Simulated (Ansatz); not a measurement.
# Ru(0001) film, 5 layers, groove: surface scattering, part 2 of 2

Wanted: the relaxed structure and the transmission of Ru(0001) film, 5 layers, groove.

Ansatz 0.2.0; Ansatz plane-wave DFT, PBE, PAW files; relaxation of the atoms about the surface defect; PAW set soft_1 (the session's first sound run).

So far: Starting point; Relaxing about the defect.

### Step 2. Relaxing about the defect (continued)

Relaxation path:

```csv
step,energy less that of the first step (eV),largest force component (eV/Å)
1,0.0000,1.0221
2,-0.1913,0.7546
3,-0.2430,0.0602
4,-0.2440,0.0249
```

Forces are held to the 2 operations that the run works with; a distortion that breaks them can't arise in this run.

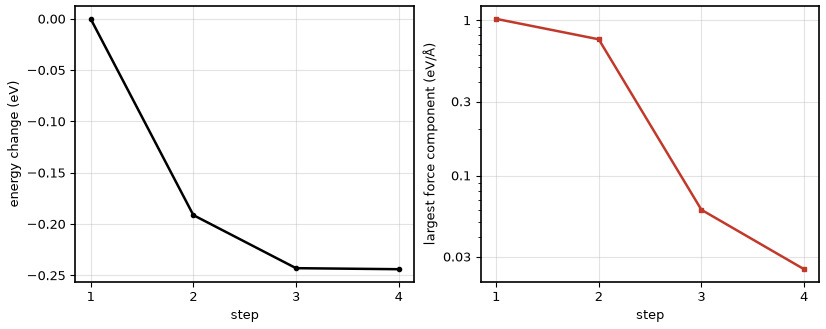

Energy and largest force along the relaxation.

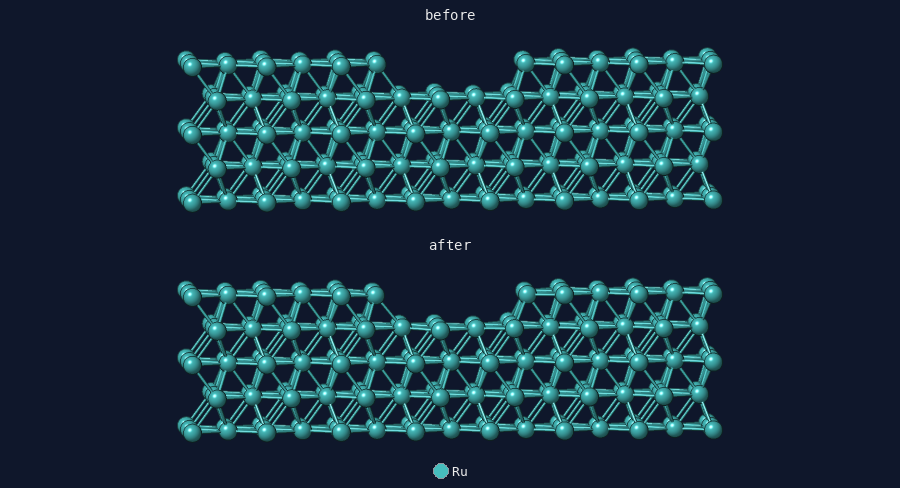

The structure before and after the relaxation, drawn at the same scale. Drawn is a stretch of 33 Å of the 37 Å that the cell measures along c, seen along the normal of the ac plane.

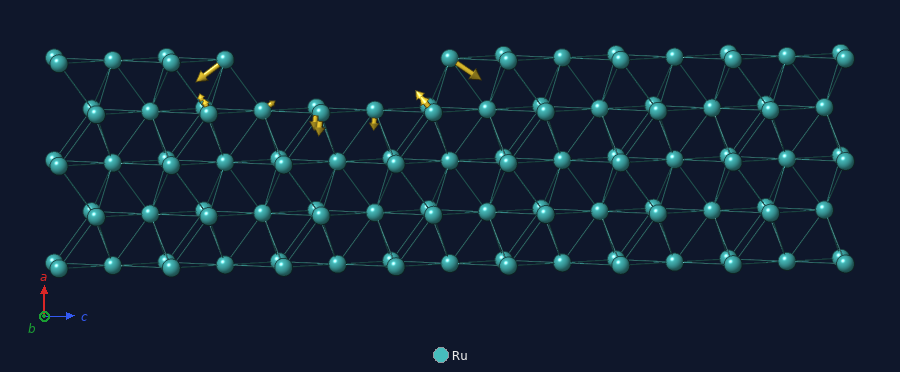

Displacements in the relaxation, exaggerated; the longest in the cell stands for 0.12 Å. Drawn is a stretch of 33 Å of the 37 Å that the cell measures along c and a slice 4 Å thick, seen along the normal of the ac plane.

The atoms that moved most (Å):

```csv
atom,dx,dy,dz,length
Ru56,-0.071,0.000,0.103,0.125
Ru39,-0.071,0.000,-0.095,0.119
Ru38,-0.063,0.000,-0.007,0.064
Ru47,0.044,0.000,-0.036,0.057
Ru46,-0.053,0.000,-0.004,0.054
Ru37,0.022,0.000,0.027,0.035
Ru28,0.032,0.000,-0.010,0.033
```

Numbers from this step:

- free energy: -452628.7821 eV
- energy at zero smearing: -452627.3462 eV
- Fermi energy: 10.01 eV

The largest force component on a free atom ends at 0.025 eV/Å, under the tolerance of 0.03, after 4 steps.

### Step 3. Transmission along the film

The film far from the defect is the lead. The first vector holds vacuum and takes one k-point. Energies from -0.05 to 0.05 eV in steps of 0.05 eV are too few for the program's thermal sum, so it prints no conductance; for a metal the transmission near the Fermi level serves, at a fraction of the cost.

o

This step: Ansatz plane-wave DFT, PBE, PAW files; ballistic transport by layer matching (Landauer), zero bias; PAW set soft_1 (Ansatz 0.2.0).

input.yaml reads:

```yaml
crystal:
  lattice:
    - [19.5638, 0.0, 0.0]
    - [0.0, 2.7058, 0.0]
    - [0.0, 0.0, 37.492664601]
  atoms:
    - { symbol: Ru, position: [0.2300166634, 0.0, 0.0] }
    - { symbol: Ru, position: [0.2300166634, 0.5, 0.0625] }
    - { symbol: Ru, position: [0.3394509247, 0.0, 0.0416666667] }
    - { symbol: Ru, position: [0.3394509247, 0.5, 0.1041666667] }
    - { symbol: Ru, position: [0.4488851859, 0.0, 0.0] }
    - { symbol: Ru, position: [0.4488851859, 0.5, 0.0625] }
    - { symbol: Ru, position: [0.5583194471, 0.0, 0.0416666667] }
    - { symbol: Ru, position: [0.5583194471, 0.5, 0.1041666667] }
    - { symbol: Ru, position: [0.6677537084, 0.0, 0.0] }
    - { symbol: Ru, position: [0.6677537084, 0.5, 0.0625] }
    - { symbol: Ru, position: [0.2300166634, 0.0, 0.125] }
    - { symbol: Ru, position: [0.2300166634, 0.5, 0.1875] }
    - { symbol: Ru, position: [0.3394509247, 0.0, 0.1666666667] }
    - { symbol: Ru, position: [0.3394509247, 0.5, 0.2291666667] }
    - { symbol: Ru, position: [0.4488851859, 0.0, 0.125] }
    - { symbol: Ru, position: [0.4488851859, 0.5, 0.1875] }
    - { symbol: Ru, position: [0.5583194471, 0.0, 0.1666666667] }
    - { symbol: Ru, position: [0.5583194471, 0.5, 0.2291666667] }
    - { symbol: Ru, position: [0.6677537084, 0.0, 0.125] }
    - { symbol: Ru, position: [0.6677537084, 0.5, 0.1875] }
    - { symbol: Ru, position: [0.2300166634, 0.0, 0.25] }
    - { symbol: Ru, position: [0.2300166634, 0.5, 0.3125] }
    - { symbol: Ru, position: [0.3394509247, 0.0, 0.2916666667] }
    - { symbol: Ru, position: [0.3394509247, 0.5, 0.3541666667] }
    - { symbol: Ru, position: [0.4488851859, 0.0, 0.25] }
    - { symbol: Ru, position: [0.4488851859, 0.5, 0.3125] }
    - { symbol: Ru, position: [0.5583194471, 0.0, 0.2916666667] }
    - { symbol: Ru, position: [0.5599510499, 0.5, 0.35390825] }
    - { symbol: Ru, position: [0.6677537084, 0.0, 0.25] }
    - { symbol: Ru, position: [0.6677537084, 0.5, 0.3125] }
    - { symbol: Ru, position: [0.2300166634, 0.0, 0.375] }
    - { symbol: Ru, position: [0.2300166634, 0.5, 0.4375] }
    - { symbol: Ru, position: [0.3394509247, 0.0, 0.4166666667] }
    - { symbol: Ru, position: [0.3394509247, 0.5, 0.4791666667] }
    - { symbol: Ru, position: [0.4488851859, 0.0, 0.375] }
    - { symbol: Ru, position: [0.4488851859, 0.5, 0.4375] }
    - { symbol: Ru, position: [0.5594226332, 0.0, 0.4173956223] }
    - { symbol: Ru, position: [0.555081946, 0.5, 0.4789874468] }
    - { symbol: Ru, position: [0.6641074352, 0.0, 0.3724720609] }
    - { symbol: Ru, position: [0.2300166634, 0.0, 0.5] }
    - { symbol: Ru, position: [0.2300166634, 0.5, 0.5625] }
    - { symbol: Ru, position: [0.3394509247, 0.0, 0.5416666667] }
    - { symbol: Ru, position: [0.3394509247, 0.5, 0.6041666667] }
    - { symbol: Ru, position: [0.4488851859, 0.0, 0.5] }
    - { symbol: Ru, position: [0.4488851859, 0.5, 0.5625] }
    - { symbol: Ru, position: [0.555588239, 0.0, 0.5415672315] }
    - { symbol: Ru, position: [0.56058816, 0.5, 0.6032148116] }
    - { symbol: Ru, position: [0.2300166634, 0.0, 0.625] }
    - { symbol: Ru, position: [0.2300166634, 0.5, 0.6875] }
    - { symbol: Ru, position: [0.3394509247, 0.0, 0.6666666667] }
    - { symbol: Ru, position: [0.3394509247, 0.5, 0.7291666667] }
    - { symbol: Ru, position: [0.4488851859, 0.0, 0.625] }
    - { symbol: Ru, position: [0.4488851859, 0.5, 0.6875] }
    - { symbol: Ru, position: [0.5583194471, 0.0, 0.6666666667] }
    - { symbol: Ru, position: [0.5583194471, 0.5, 0.7291666667] }
    - { symbol: Ru, position: [0.6641249219, 0.0, 0.627738962] }
    - { symbol: Ru, position: [0.6677537084, 0.5, 0.6875] }
    - { symbol: Ru, position: [0.2300166634, 0.0, 0.75] }
    - { symbol: Ru, position: [0.2300166634, 0.5, 0.8125] }
    - { symbol: Ru, position: [0.3394509247, 0.0, 0.7916666667] }
    - { symbol: Ru, position: [0.3394509247, 0.5, 0.8541666667] }
    - { symbol: Ru, position: [0.4488851859, 0.0, 0.75] }
    - { symbol: Ru, position: [0.4488851859, 0.5, 0.8125] }
    - { symbol: Ru, position: [0.5583194471, 0.0, 0.7916666667] }
    - { symbol: Ru, position: [0.5583194471, 0.5, 0.8541666667] }
    - { symbol: Ru, position: [0.6677537084, 0.0, 0.75] }
    - { symbol: Ru, position: [0.6677537084, 0.5, 0.8125] }
    - { symbol: Ru, position: [0.2300166634, 0.0, 0.875] }
    - { symbol: Ru, position: [0.2300166634, 0.5, 0.9375] }
    - { symbol: Ru, position: [0.3394509247, 0.0, 0.9166666667] }
    - { symbol: Ru, position: [0.3394509247, 0.5, 0.9791666667] }
    - { symbol: Ru, position: [0.4488851859, 0.0, 0.875] }
    - { symbol: Ru, position: [0.4488851859, 0.5, 0.9375] }
    - { symbol: Ru, position: [0.5583194471, 0.0, 0.9166666667] }
    - { symbol: Ru, position: [0.5583194471, 0.5, 0.9791666667] }
    - { symbol: Ru, position: [0.6677537084, 0.0, 0.875] }
    - { symbol: Ru, position: [0.6677537084, 0.5, 0.9375] }
kpoints:
  mp_grid: { grid: [1, 12, 1] }
hamiltonian:
  xc: pbe
  pseudopotentials: { kind: paw, azcp: { folder: soft_1 } }
scf:
  occupations: { method: fermi_dirac, width: 0.1 }
output:
  transmission:
    leads: [[0, 10]]
    kmesh: [1, 24]
    e_range: [-0.05, 0.05]
    de: 0.05
  write_potential: true
  write_density: true
  volumetric_format: npy
  elf: true
```

Run with:

```sh
ansatz run input.yaml --threads 8 --pin off --max-ram 15360MiB --backend cpu --events-out ev --progress --plain --runs-dir out
```

Numbers of over 12 decimals in the logs are rounded to 6 here.

The program printed:

```text
[...]
Crystal: 77 atoms, lattice volume = 1984.702 Å³
Basis set: ecut = 420 eV, 39029 PW (Γ)
Bands: 740, of which v1, the nominal top of the filled ones, is band 616 counted from 1 (615 counted from 0)
Symmetry: 2 space group operations
[...]
k-points: 7 of 12
[...]
SCF iter   1: F=—  HF=-452678.287852 eV  |F-HF|=—  |Δ(HF+E_count)|=         —  Δρ=8.49e-2  dr2=2.28e2  ethr=3.10e-3  ⟨swp⟩=7.1  Hψ=20498  notcnv=0  defer=25
[...]
SCF iter  12: F=-452628.777695 eV  HF=-452628.777695 eV  |F-HF|=1.28e-9  |Δ(HF+E_count)|=   3.03e-9  Δρ=8.94e-7  dr2=2.02e-8  ethr=8.12e-12  ⟨swp⟩=9.9  Hψ=14689  notcnv=0
SCF 1 converged in 12 iterations: F = -452628.777695 eV  dr2 = 2.02e-8
[...]
transmission: 110 of 1092 steps passed
transmission: 224 of 1092 steps passed
[...]
transmission: 1092 of 1092 steps passed
WARN: The input density's exchange-correlation potential varies sharply where the density is thin. Do not read a vacuum level from v_tot or v_xc, or from such a field of the output density. On a cell that repeats whose density bears no net charge and no dipole along the vacuum's axis use v_es (v_loc + v_h of the components); under efield.dipole_correction with no amplitude use v_es + v_field, which holds any external [...]
SCF converged after 12 iterations
Free energy (F): -452628.777695 eV
[...]
Internal energy: -452625.846276 eV  (E = F + TS)
E sigma→0 (E₀):  -452627.311985 eV
Entropy (-TS):   -2.931419 eV (-38.070 meV/atom)
Fermi energy:    10.009655 eV
[...]
--- Band table (eV; the first three rows and the last of 7) ---
  k-point 0: bands = [... 612 lower, 9.7234, 9.7306, 9.7343, 9.7486, 9.7581, 9.7684, 9.7880, 9.8076, ... 120 higher]
  k-point 1: bands = [... 612 lower, 9.5896, 9.5986, 9.6223, 9.6524, 9.6687, 9.6868, 9.7274, 9.7367, ... 120 higher]
  k-point 2: bands = [... 612 lower, 9.4763, 9.4869, 9.5213, 9.5230, 9.5268, 9.5459, 9.5583, 9.5634, ... 120 higher]
  k-point 6: bands = [... 612 lower, 10.7348, 10.7567, 10.7658, 10.7667, 10.8033, 10.8145, 10.9844, 10.9878, ... 120 higher]
--- Transmission ---
  basis      : 469 plane waves across, 84 finite elements along
  points     : 13, standing for a mesh of 1 x 24
  energies   : 3 from -0.050000 to 0.050000 eV about the Fermi level, 0.050000 eV apart; the leads are filled to 0.000000 eV, and channels, transmission and decay are at 0.000000 eV
  crystal 0  : Ru10, at the sites [0, 10], period 4.6866 Å, over 25.78 Å; its Hamiltonian steps by up to 3.1 meV
    offset         : up to 0.0000 Å between an atom of the period and one for which it stands
    channels       : 6.458333e0 a spin
    conductance    : none, the energies end too early or step too widely for 300 K: set another output.transmission.e_range or a lower de, or, where they end at an eighth of basis.ecutwfc, a higher one
  junction   : crystal 0 to crystal 0, 1.95 to 34.76 Å
    transmission   : 3.810663e0 a spin
[...]
```

Run time: 6.5 min. Hardware: 8 threads of Intel Xeon 6975P-C (Granite Rapids), shared host; peak memory 9.7 GiB; 47 min of CPU time.

The column dr2 measures how far the density is from self-consistency, as an energy; F and HF (Harris–Foulkes) agree once it is small.

This step gave:

| Property | Result |
| --- | --- |
| free energy | -452628.7777 eV |
| energy at zero smearing | -452627.3120 eV |
| cell area | 52.94 Å² |
| transmission per spin nearest the Fermi level | 3.811 |
| open channels per spin nearest the Fermi level | 6.458 |
| step of the lead's potential | 3.1 meV |

Per spin. The transmission, zone mean by energy, zero at the Fermi level:

```csv
energy (eV),"transmission, zone mean"
-0.0500,3.80
0.0000,3.81
0.0500,3.77
```

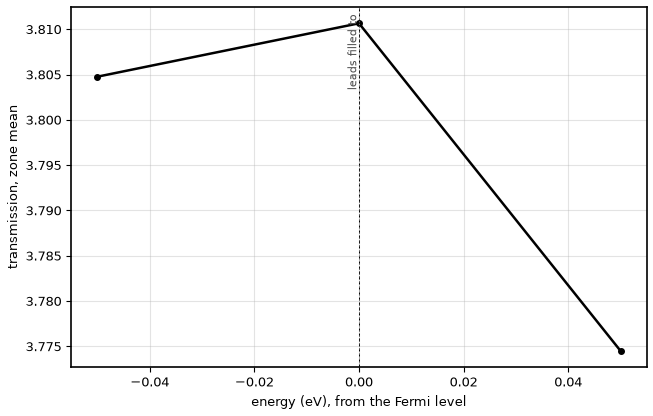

Transmission, zone mean, plotted against energy.

Per spin. The open channels, zone mean, lead by energy, zero at the Fermi level:

```csv
energy (eV),"open channels, zone mean, lead"
-0.0500,6.54
0.0000,6.46
0.0500,6.46
```

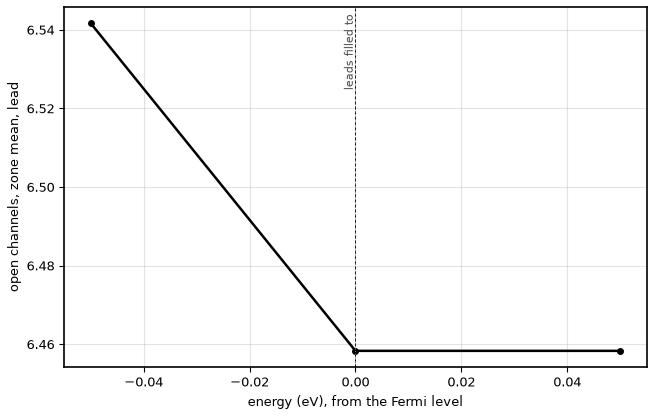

Open channels, zone mean, lead, plotted against energy.

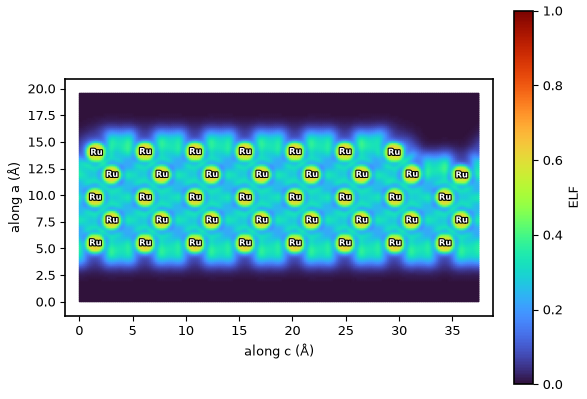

ELF in the ca plane at fractional y = 0.000, with atoms of Ru within 0.2 Å of it. It is the smooth field of the valence electrons, not physical close to the nuclei. The map starts off the cell's origin, so that atoms lie inside it.

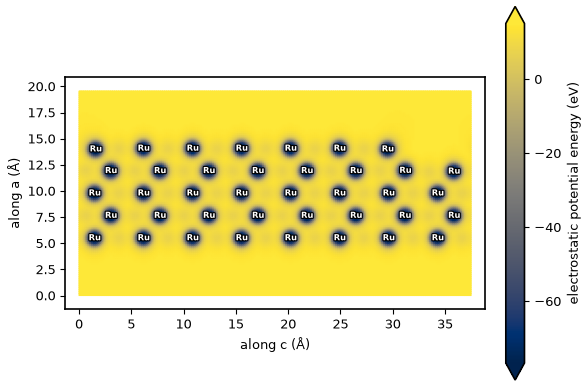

Electrostatic potential energy in the ca plane at fractional y = 0.000, with atoms of Ru within 0.2 Å of it. With pseudopotentials it is smooth inside the atoms' cores, unlike the true potential. The map starts off the cell's origin, so that atoms lie inside it.

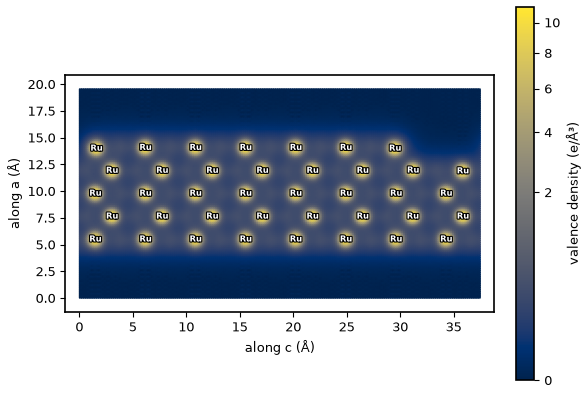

Valence density in the ca plane at fractional y = 0.000, with atoms of Ru within 0.2 Å of it. It is the smooth field of the valence electrons, not physical close to the nuclei. The map starts off the cell's origin, so that atoms lie inside it. The colour scale is stretched toward low values.

Over the solved energies the transmission per spin lies between 3.77 and 3.81, out of 6.49 channels of the lead on average (up to 6.54).

### Step 4. Share that passes

i

This step: Ansatz plane-wave DFT, PBE, PAW files; ballistic transport by layer matching (Landauer), zero bias; share of the film's channels that pass the defect (the area holds the vacuum); PAW set soft_1 (Ansatz 0.2.0).

This step gave:

| Property | Result |
| --- | --- |
| T over the leads' mean channel count | 0.5854 |

Averaged over the energies near the Fermi level, 58.5 % of the channels pass.

### Step 5. Outcome

- share of the film's channels that pass: 0.585

In words: 59 % of the film's channels pass the defect. The film is 5 layers thick, so the defect disturbs a good part of its section. It runs straight across the current without end, so the wavevector along it is kept. Only atoms near the defect are relaxed, while the rest of the face keeps bulk spacings, so part of the reflection may come from that relaxed patch.

[Logs are printed without paths, hosts, clocks, repeated set-up lines and the standing remarks that a program may print on its own settings, such as how far it seeks lower states.]

[Hosts, paths, dates, database ids (printed as entryN), source tags and the programs' standing remarks are cut or masked in the printed files.]
